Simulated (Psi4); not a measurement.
# TPSSh/def2-TZVPP run of BHO2 (SMILES O=BO)

Aim: the energy change on altering one bond length of BHO2 at TPSSh/def2-TZVPP, from 2 runs. 

Program for the calculation: Psi4 1.11.

### 1 The molecule

BHO2 has 4 atoms, charge 0, and is taken as a singlet. SMILES: `O=BO`. The shape is that of a PBE0-D4/def2-TZVP optimisation.

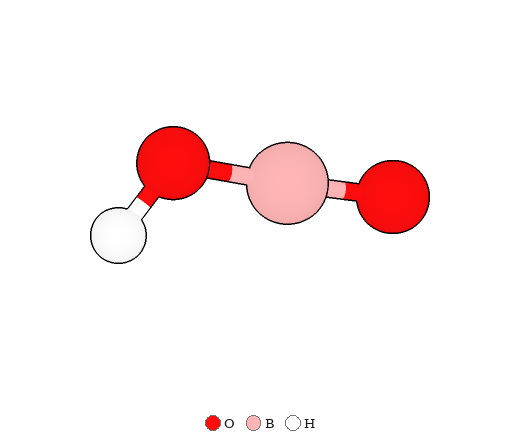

Viewed from a chosen angle; oxygen red, boron pink, hydrogen white.

### 2 Energy and forces at TPSSh/def2-TZVPP

job.json reads:

```json
{
  "schema_name": "qcschema_input",
  "schema_version": 1,
  "molecule": {
    "schema_name": "qcschema_molecule",
    "schema_version": 2,
    "symbols": ["O", "B", "O", "H"],
    "geometry": [-2.9387131, 0.98927163, 0.80974764, -0.8010549, 0.24944385, 0.46978591, 1.54333933, -0.57069729, 0.20522426, 2.19642867, -0.66801819, -1.48475782],
    "molecular_charge": 0,
    "molecular_multiplicity": 1,
    "fix_symmetry": "c1",
    "fix_com": true,
    "fix_orientation": true
  },
  "driver": "gradient",
  "model": {
    "method": "tpssh",
    "basis": "def2-TZVPP"
  },
  "keywords": {
    "puream": true,
    "e_convergence": 1e-09,
    "d_convergence": 1e-08,
    "scf_type": "pk",
    "dft_radial_points": 99,
    "dft_spherical_points": 590
  }
}
```

The run is started by

```
$ psi4 --qcschema job.json -n 1 --memory 1600MB
```

stdout:

```text
[...]
                   'protocols': {'error_correction': {'default_policy': True, 'policies': None},
                                 'native_files': 'none',
[...]
  Running in c1 symmetry.
[...]
  Nuclear repulsion =   54.005576512366055
[...]
  Multiplicity = 1
[...]
  Nalpha       = 11
  Nbeta        = 11
[...]
    Number of basis functions: 107
[...]
   @RKS iter   1:  -175.71651630133957   -3.54731e-01   9.32466e-03 DIIS/ADIIS
[...]
   @RKS iter  11:  -176.05796041716323   -7.50333e-12   2.00669e-09 DIIS
[...]
    Orbital Energies [Eh]
    ---------------------
    Doubly Occupied:
       1A    -19.128401     2A    -19.036914     3A     -6.745606
       4A     -1.068884     5A     -0.952304     6A     -0.601521
       7A     -0.441856     8A     -0.410973     9A     -0.386309
      10A     -0.322677    11A     -0.311273
[...]
  @RKS Final Energy:  -176.05796041716323
   => Energetics <=
    Nuclear Repulsion Energy =             54.0055765123660549
    One-Electron Energy =                -347.8957894613809003
    Two-Electron Energy =                 137.4338506450690147
    DFT Exchange-Correlation Energy =     -19.6015981132174204
    Empirical Dispersion Energy =           0.0000000000000000
    VV10 Nonlocal Energy =                  0.0000000000000000
    Total Energy =                       -176.0579604171632297
[...]
 Multipole Moments:
 ------------------------------------------------------------------------------------
     Multipole            Electronic (a.u.)      Nuclear  (a.u.)        Total (a.u.)
 ------------------------------------------------------------------------------------
 L = 1.  Multiply by 2.5417464519 to convert [e a0] to [Debye]
 Dipole X            :         14.1932618          -12.9718360            1.2214258
 Dipole Y            :         -4.3033932            3.9277958           -0.3755975
 Dipole Z            :         -9.7590020            8.9839469           -0.7750551
 Magnitude           :                                                    1.4945450
[...]
  -Total Gradient:
     Atom            X                  Y                   Z
    ------   -----------------  -----------------  -----------------
       1        0.008688858729    -0.002969879244    -0.001835492639
       2       -0.002840279704     0.000903080225     0.001426614246
       3       -0.004718812137     0.001851993128    -0.001942529390
       4       -0.001132138932     0.000215701089     0.002350871248
[...]
```

The result, in JSON:

```text
{
 "driver": "gradient",
 "model": {
  "method": "tpssh",
  "basis": "def2-TZVPP"
 },
 "success": true,
 "return_result": [0.008688858728792326, -0.002969879243863688, -0.0018354926394666266, -0.002840279703508114, 0.00090308022527745, 0.0014266142455042277, -0.0047188121368504365, 0.0018519931284369795, -0.001942529390020209, -0.0011321389316511776, 0.00021570108867674173, 0.0023508712480028726],
 "properties": {
  "calcinfo_nbasis": 107,
  "calcinfo_nmo": 107,
  "calcinfo_nalpha": 11,
  "calcinfo_nbeta": 11,
  "calcinfo_natom": 4,
  "nuclear_repulsion_energy": 54.005576512366055,
  "return_energy": -176.05796041716323,
  "return_gradient": [0.008688858728792326, -0.002969879243863688, -0.0018354926394666266, -0.002840279703508114, 0.00090308022527745, 0.0014266142455042277, -0.0047188121368504365, 0.0018519931284369795, -0.001942529390020209, -0.0011321389316511776, 0.00021570108867674173, 0.0023508712480028726],
  "scf_one_electron_energy": -347.8957894613809,
  "scf_two_electron_energy": 137.43385064506901,
  "scf_xc_energy": -19.60159811321742,
  "scf_dipole_moment": [1.2214257686580545, -0.3755974670407207, -0.7750551194181288],
  "scf_total_energy": -176.05796041716323,
  "scf_total_gradient": [0.008688858728792326, -0.002969879243863688, -0.0018354926394666266, -0.002840279703508114, 0.00090308022527745, 0.0014266142455042277, -0.0047188121368504365, 0.0018519931284369795, -0.001942529390020209, -0.0011321389316511776, 0.00021570108867674173, 0.0023508712480028726],
  "scf_iterations": 11
 }
}
```

It took 89 s on 1 thread of Intel Xeon Platinum 8175M at 2.50GHz (Skylake/Cascade Lake), shared host; peak memory 0.61 GiB.

### 3 The distorted shape: a single-point energy at TPSSh/def2-TZVPP

bho2.in reads:

```
memory 1600 MB

molecule {
  0 1
  O     -1.831563     0.564697     1.143896
  B     -0.700363     0.173197     0.963996
  O      0.540237    -0.260803     0.823996
  H      1.162300    -0.353500    -0.785700
  symmetry c1
}

set {
  basis                def2-TZVPP
  puream               true
  e_convergence        1e-09
  d_convergence        1e-08
  scf_type             pk
  dft_radial_points    99
  dft_spherical_points 590
}

e_tot, wfn = energy('tpssh', return_wfn=True)
oeprop(wfn, 'QUADRUPOLE', 'WIBERG_LOWDIN_INDICES', 'LOWDIN_CHARGES', title='TPSSH')
print_variables()
```

The run is started by

```
$ psi4 -i bho2.in -o bho2.out -n 1
```

bho2.out:

```text
[...]
  Running in c1 symmetry.
[...]
  Nuclear repulsion =   51.493115201107990
[...]
  Multiplicity = 1
[...]
  Nalpha       = 11
  Nbeta        = 11
[...]
    Number of basis functions: 107
[...]
   @RKS iter   1:  -175.44721804096241   -3.14437e-01   9.79722e-03 ADIIS/DIIS
[...]
   @RKS iter  13:  -175.91860925787373   -1.36424e-12   2.84306e-09 DIIS
[...]
    Orbital Energies [Eh]
    ---------------------
    Doubly Occupied:
       1A    -19.133204     2A    -19.040896     3A     -6.733551
       4A     -0.998311     5A     -0.954712     6A     -0.476192
       7A     -0.409605     8A     -0.387681     9A     -0.387497
      10A     -0.320445    11A     -0.305006
[...]
  @RKS Final Energy:  -175.91860925787373
   => Energetics <=
    Nuclear Repulsion Energy =             51.4931152011079902
    One-Electron Energy =                -343.2255829474750044
    Two-Electron Energy =                 135.2469651619139768
    DFT Exchange-Correlation Energy =     -19.4331066734206779
    Empirical Dispersion Energy =           0.0000000000000000
    VV10 Nonlocal Energy =                  0.0000000000000000
    Total Energy =                       -175.9186092578737259
[...]
 Multipole Moments:
 ------------------------------------------------------------------------------------
     Multipole            Electronic (a.u.)      Nuclear  (a.u.)        Total (a.u.)
 ------------------------------------------------------------------------------------
 L = 1.  Multiply by 2.5417464519 to convert [e a0] to [Debye]
 Dipole X            :         -0.5185831            1.7472574            1.2286742
 Dipole Y            :          0.1395625           -0.4941475           -0.3545850
 Dipole Z            :          0.5741955           -1.6402630           -1.0660675
 Magnitude           :                                                    1.6648936
 L = 2.  Multiply by 1.3450342976 to convert [e a0^2] to [Debye ang]
 Quadrupole XX       :       -105.1739967           91.8380190          -13.3359778
 Quadrupole XY       :         31.7936178          -31.1913640            0.6022538
[...]
```

It took 76 s on 1 thread of Intel Xeon Platinum 8175M at 2.50GHz (Skylake/Cascade Lake), shared host; peak memory 0.62 GiB.

### 4 Outcome

At TPSSh/def2-TZVPP:

| quantity | value |
| --- | --- |
| first shape: total energy | -176.05796 Eh |
| first shape: dipole moment | 3.80 D |
| first shape: HOMO energy | -8.47 eV |
| first shape: LUMO energy | -0.78 eV |
| first shape: HOMO–LUMO gap | 7.69 eV |
| first shape: largest force on an atom | 0.482 eV/Å |
| distorted shape: total energy | -175.91861 Eh |
| distorted shape: dipole moment | 4.23 D |
| distorted shape: HOMO energy | -8.30 eV |
| distorted shape: LUMO energy | -5.79 eV |
| distorted shape: HOMO–LUMO gap | 2.51 eV |
| energy change with the O3–H4 bond stretched from 0.960 to 1.728 Å | 3.792 eV |

What this shows: With the O3–H4 bond stretched from 0.960 to 1.728 Å the energy rises by 3.79 eV (366 kJ/mol). The first shape isn't relaxed at this level, so the change isn't measured from a minimum. The largest force (first shape) is 0.48 eV/Å: the shape isn't a stationary point for this species at this level.
